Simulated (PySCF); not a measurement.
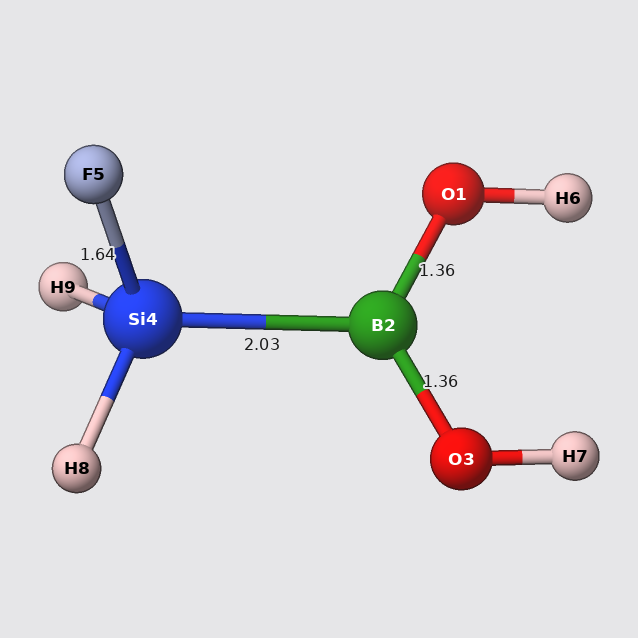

Bond lengths are marked in Å; every bond is drawn as one stick. Computed geometry: PBE0-D3(BJ)/def2-SVP optimisation. No frequency run is at hand to confirm it as a minimum.

Assign a bond order to each marked bond.

Answer. O1–B2 single; B2–O3 single; B2–Si4 single; Si4–F5 single.

Write the SMILES.

Answer. OB(O)[SiH2]F
